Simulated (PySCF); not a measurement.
## A study: F$_{2}$GeH$_{2}$, SMILES `F[GeH2]F`

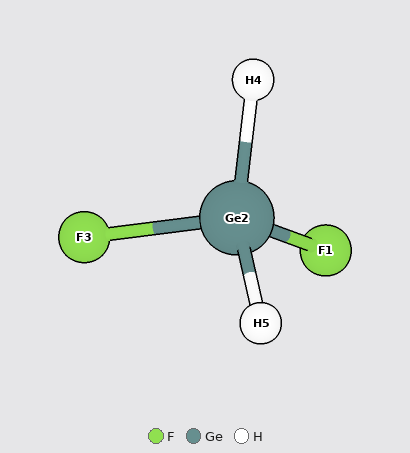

The molecule, with its atoms numbered as below. No frequency check shows the geometry to be a minimum.

Cartesian coordinates (Å):

```
F1       1.3376    0.7338    0.0001
Ge2     -0.0001   -0.3485    0.0000
F3      -1.3374    0.7340   -0.0001
H4      -0.0008   -1.0282    1.3261
H5       0.0008   -1.0282   -1.3261
```

### 1. Bonding charge

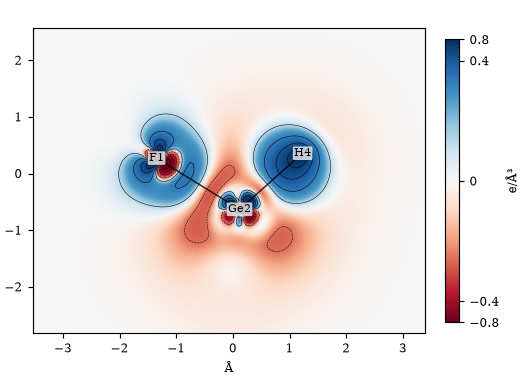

Deformation density (molecule less spherical, spin-averaged free atoms) in the plane of F1, Ge2 and H4; colour scale in e/Å³, logarithmic beyond ±0.1; blue: gain, red: loss.

Level of theory: ωB97X/def2-TZVP (PySCF), at a geometry from GFN2-xTB.

**How much density has each bond in this plane gained at its critical point, relative to the free atoms?**

Ge2–H4: +0.33 e/Å³ at the bond critical point (bond length 1.49 Å, Mayer order 0.9). F1–Ge2: +0.03 e/Å³ at the bond critical point (bond length 1.72 Å, Mayer order 1.0); up to 0.6 Å beside the axis the gain reaches +0.23 e/Å³. In all, 1.3 electrons gather in the regions of gain relative to the promolecule. A small or negative value marks a very polar bond, one between electron-rich atoms, whose free-atom densities already overlap strongly, a long bond to a heavier atom, or a closed-shell contact such as a hydrogen bond.

**Where do the Hirshfeld charges lie?**

The highest Hirshfeld charge is on Ge2 (+0.56 e), the lowest on F1 and F3 (−0.25 e).

| atom | charge (e) |
| --- | --- |
| F1 | −0.25 |
| Ge2 | +0.56 |
| F3 | −0.25 |
| H4 | −0.04 |
| H5 | −0.04 |

### 2. Bond critical points

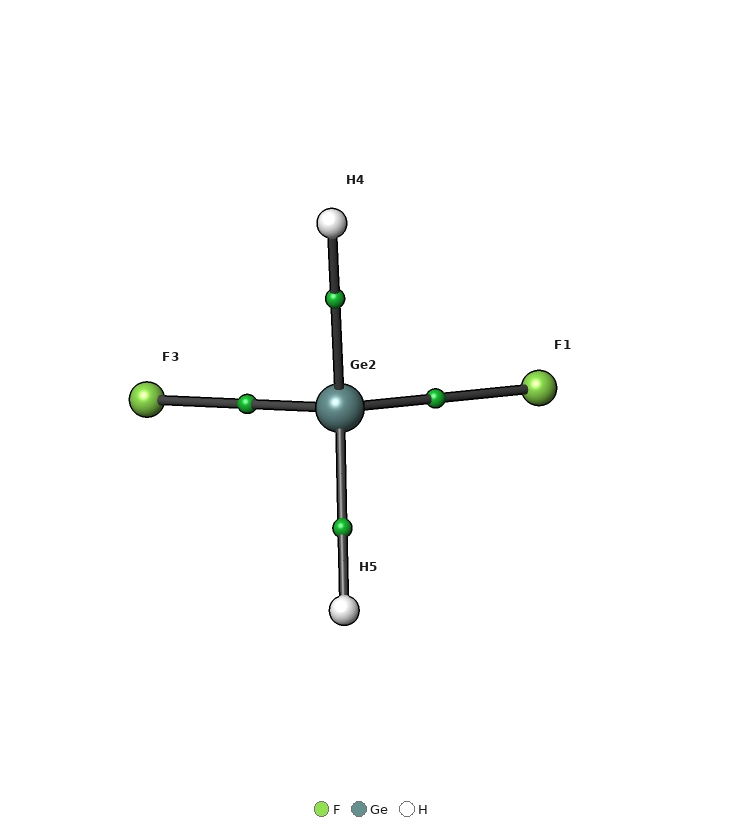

Molecular graph of the electron density (QTAIM): bond paths, bond critical points (green), ring points (magenta, if any); weak paths are dashed.

**How many critical points of each kind are there, and does the count close?**

5 nuclei, 4 bond, 0 ring and 0 cage critical points: 5 − 4 + 0 − 0 = 1, as the Poincaré–Hopf relation requires.

**Give the properties at the bond critical points.**

| bond | length (Å) | ρ (a.u.) | ∇²ρ (a.u.) | ε | H (a.u.) |
| --- | --- | --- | --- | --- | --- |
| Ge2–H4 (2 alike) | 1.490 | 0.150 | +0.05 | 0.02 | −0.096 |
| Ge2–F3 (2 alike) | 1.721 | 0.148 | +0.87 | 0.01 | −0.051 |

**What kind of interaction is Ge2–H4?**

Polar or intermediate (positive Laplacian, negative energy density H): ρ = 0.150, ∇²ρ = +0.05, H = −0.096 a.u.

### 3. Local ionisation energy

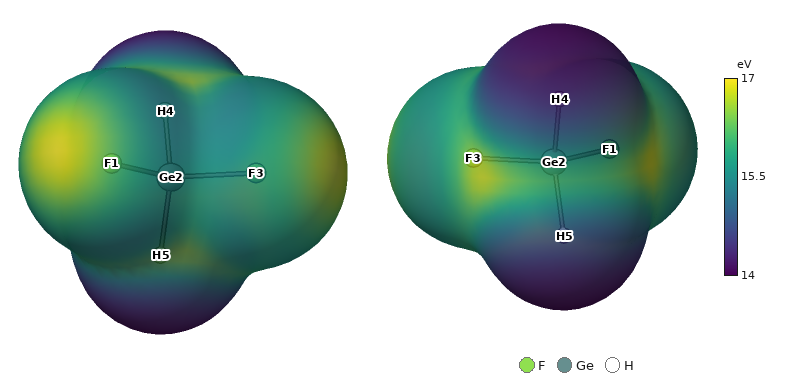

Average local ionisation energy on the surface of electron density 0.001 a.u. (back view left, front view right).

**Locate the minima of the map.**

The lowest value is 14.0 eV, 1.4 Å from H5, and at like points elsewhere. Further minima include 15.5 eV, 1.7 Å from F3, and at like points elsewhere; 15.5 eV, 1.7 Å from F1. For comparison, the highest occupied orbital lies at −12.6 eV.

### 4. In an electric field

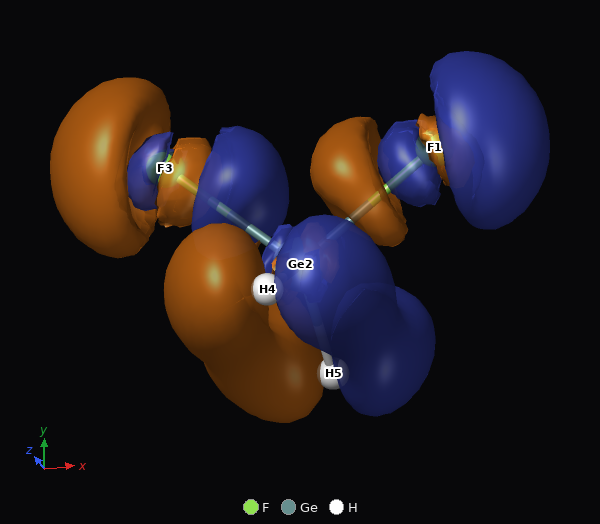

Change of the electron density in a uniform field of 0.21 V/Å, surfaces at ±0.0015 e/Å³ (orange: gain, blue: loss).

Computed with PySCF, ωB97X/def2-TZVP, geometry: GFN2-xTB. A basis without diffuse functions makes polarisabilities too small.

**Along which Cartesian direction does the field point?**

Along +x: electrons gather on the −x side, against the field.

**What dipole is induced, and what polarisability does it imply?**

The induced dipole is 0.26 D (along the field); α along this axis, from the fields in both directions, is 25 bohr³ (3.8 Å³).

**Which atoms gain and lose the most charge?**

Electrons gather most on F3 (Hirshfeld charge changes by −0.008 e) and leave F1 most (+0.008 e); 0.028 electrons are displaced in all.

### 5. Removing or adding an electron

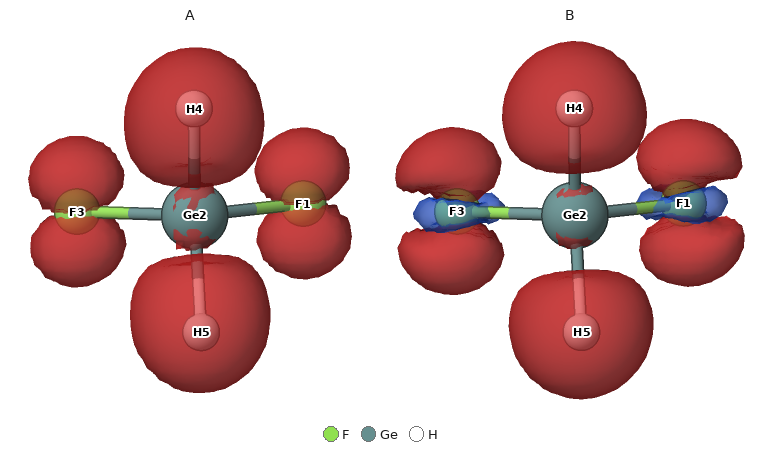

The Fukui function f⁻ from two separate SCF calculations and the density of the HOMO, at ±0.03 e/Å³ (red positive, blue negative).

PySCF calculation, ωB97X/def2-TZVP, gas phase; geometry: GFN2-xTB.

**Which panel is which, and how good is the frozen-orbital picture?**

B is f⁻ (it has negative regions), A the HOMO density. The HOMO lies on Ge2 (26 %), H4 and H5 (19 % each) and F1 and F3 (18 % each); f⁻ (Hirshfeld-condensed) is largest on Ge2 (0.26), H4 and H5 (0.19 each) and F1 and F3 (0.18 each); the vertical ionisation energy is 13.04 eV. Relaxation shifts 1 % of the electron between atoms. The orbital energy is −12.62 eV.
